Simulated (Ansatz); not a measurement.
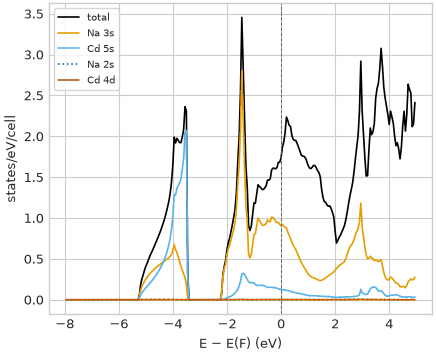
Figure: Total and projected density of states of Na3Cd in space group Fm-3m (No. 225; Na on 8c, Na on 4b, Cd on 4a), r²SCAN in the plane-wave PAW code Ansatz

Q: Which orbitals carry the states next to the Fermi level?

A: Within 0.5 eV of the Fermi level: Na 3s 49 %, Cd 5s 7 %, outside the projected shells 44 %. Projections are on Löwdin-orthogonalised atomic valence shells; empty p or d shells of many metals are not among them.

Q: Where is the tallest occupied peak in this window, and what makes it?

A: Near -1.4 eV, about 3.5 states/eV per cell; the largest projected share is Na 3s.

The workflow started from a Materials Project entry (that database holds measured and hypothetical structures alike); the Crystallography Open Database copy checked does not list it. With Na and Cd taken as one species the cell has the higher symmetry Im-3m, so it may be an ordered model of a mixed-site phase. Whether it is the stable phase at ambient conditions was not checked. The cell was relaxed with r²SCAN under the symmetry of its start; its stability against distortions is not shown here. Spin–orbit coupling is left out wherever it is not named.

Potentials: the later of the program's two PAW sets.
